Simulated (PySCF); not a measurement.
# CH5FOSi, SMILES `CO[SiH2]F`: electronic structure

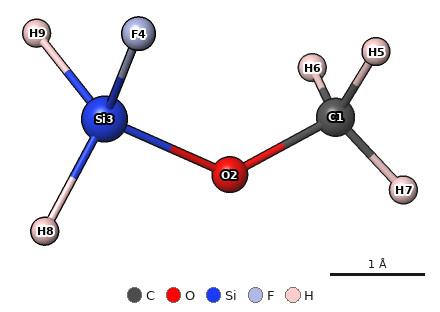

The molecule, with its atoms numbered as below. No frequency check shows the geometry to be a minimum.

Geometry (Å), atoms numbered from 1:

```
C1       1.9025    0.3737   -0.1139
O2       0.8381   -0.4162    0.3334
Si3     -0.7051   -0.4959   -0.1096
F4      -1.4077    0.9404    0.0974
H5       1.6440    1.4340   -0.0743
H6       2.1706    0.1128   -1.1403
H7       2.7556    0.1854    0.5390
H8      -1.2298   -1.4115    0.8747
H9      -0.9204   -0.7544   -1.5247
```

### 1. Excited states

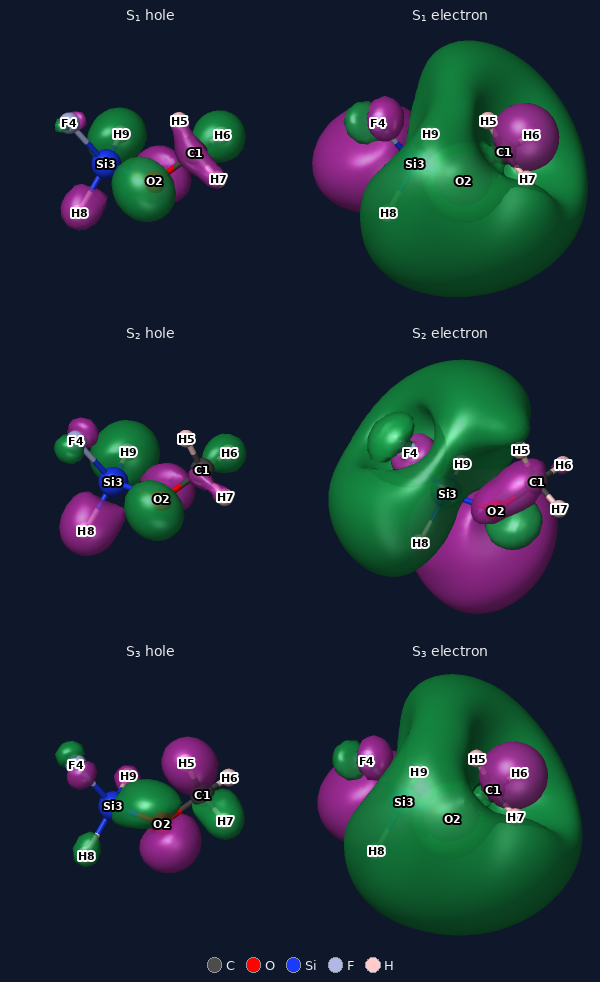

Leading natural transition orbitals (full linear response singlet states).

Level of theory: LC-wPBE/6-311+G** (PySCF), at a geometry from GFN2-xTB.

> Describe these excited states.

By state:
- S₁: 8.24 eV (150 nm), f = 0.012, partly diffuse acceptor orbital; the leading pair carries 95 %; hole on O2 (48 %), Si3 (14 %) and C1 (10 %), electron on Si3 (41 %), C1 (14 %) and O2 (10 %) (atom shares of so diffuse an orbital are rough); their centroids lie 0.4 Å apart.
- S₂: 8.38 eV (148 nm), f = 0.012, partly diffuse acceptor orbital; the leading pair carries 97 %; hole on O2 (36 %), Si3 (20 %) and H9 (17 %), electron on Si3 (56 %), F4 (10 %) and H8 and H9 (9 % each) (atom shares of so diffuse an orbital are rough); their centroids lie 0.7 Å apart.
- S₃: 8.68 eV (143 nm), f = 0.002 (very weak), partly diffuse acceptor orbital; the leading pair carries 94 %; hole on O2 (50 %), C1 (14 %) and Si3 (10 %), electron on Si3 (36 %), C1 (17 %) and O2 (10 %) (atom shares of so diffuse an orbital are rough); their centroids lie 0.3 Å apart.

### 2. Removing or adding an electron

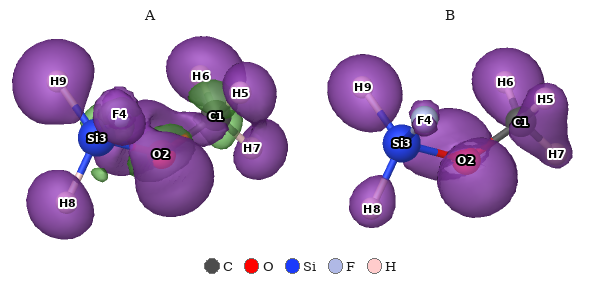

The Fukui function f⁻ from two separate SCF calculations and the density of the HOMO, at ±0.02 e/Å³ (purple positive, green negative).

PySCF calculation, B3LYP/def2-TZVP, gas phase; geometry: GFN2-xTB.

> Which panel is which, and how good is the frozen-orbital picture?

A is f⁻ (it has negative regions), B the HOMO density. The HOMO lies on O2 (49 %), Si3 (12 %) and C1 (12 %); f⁻ (Hirshfeld-condensed) is largest on O2 (0.23), Si3 (0.16) and H9 (0.14); the vertical ionisation energy is 10.97 eV (the stability of the cation's solution wasn't checked). Relaxation shifts 29 % of the electron between atoms. The orbital energy is −8.45 eV.

### 3. Stretching a bond

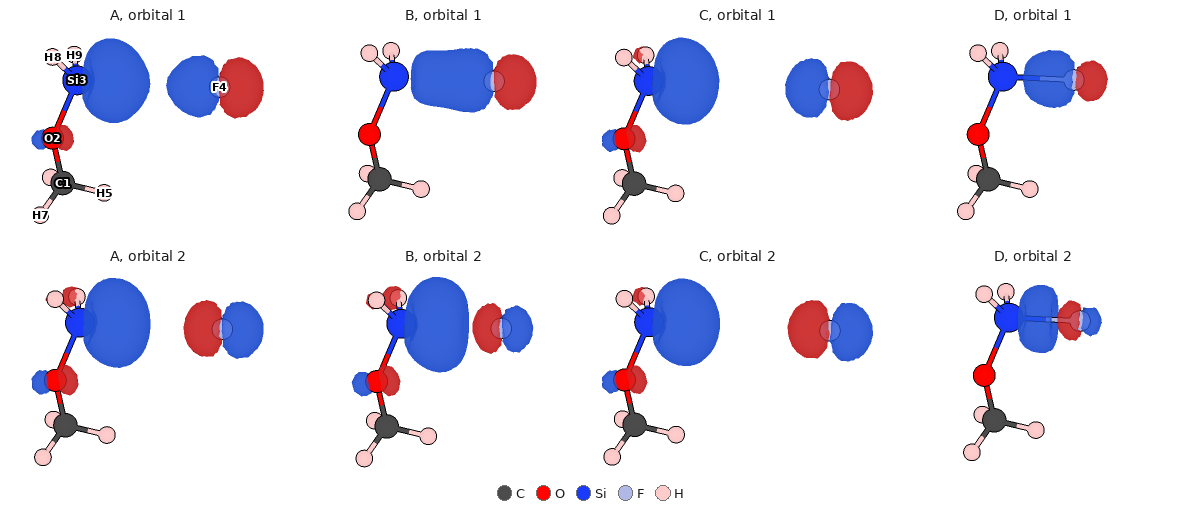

Rigid stretch of the Si3–F4 bond. The two CASSCF(2,2) natural orbitals nearest half filling (orbital 1 the more occupied).

Computed with PySCF, cc-pVDZ basis, geometry: GFN2-xTB.

> The columns are at 1.85, 2.60, 3.70 and 4.70 Å, in some order. Assign them, and give the occupations.

A: 3.70 Å, occupations 1.27 and 0.73. B: 2.60 Å, occupations 1.87 and 0.13. C: 4.70 Å, occupations 1.05 and 0.95. D: 1.85 Å, occupations 1.98 and 0.02.

> Where does the UHF solution part from RHF?

Between 2.27 Å (⟨S²⟩ = 0, the two coincide) and 2.60 Å (⟨S²⟩ = 0.48); at 4.70 Å ⟨S²⟩ is 1.00 and UHF lies 4.2 eV below RHF.

> How much energy does the stretch cost?

By CASSCF, 5.5 eV from the lowest point of the scan (1.68 Å) to 4.70 Å; RHF gives 9.0 eV from its own lowest point. The fragments aren't relaxed and dynamic correlation is missing, so this isn't a bond dissociation energy.
